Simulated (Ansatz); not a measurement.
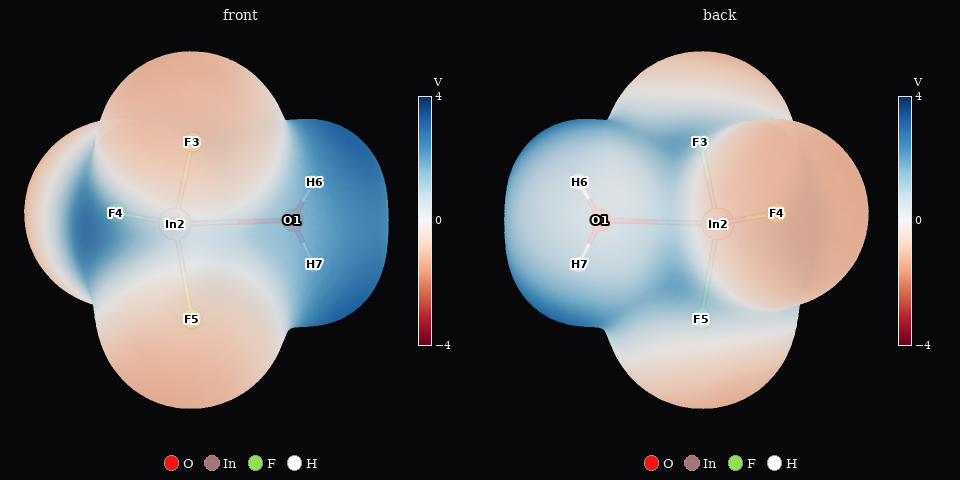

Figure. F3H2InO (SMILES [OH2+][In-]([F])([F])[F]). The electrostatic potential painted on the density surface at 0.001 e/bohr³, seen from the front and from behind; red is negative and blue positive.

Geometry: PBE0-D4/def2-TZVP; core potentials replace the inner electrons of In.

Computed with RKS PBE0-D4/def2-TZVPP in Ansatz 0.2.0.

```xyz
7

O    -1.1326    0.5393    0.2661
In    0.7041   -0.6125   -0.3732
F     1.0461   -0.9396    1.5131
F     0.2378   -2.0841   -1.5270
F     1.3724    1.0415   -1.1469
H    -1.1552    0.5304    1.2317
H    -1.0112    1.4570   -0.0095
```

### Which sites attract a positive test charge, and which a negative one?

A positive charge is drawn to the negative regions and a negative charge to the positive ones. The most negative region (about −1.4 V, or −32 kcal/mol for a unit charge) lies over F4, the most positive (about +3.1 V, or +71 kcal/mol for a unit charge) over H6 and H7.
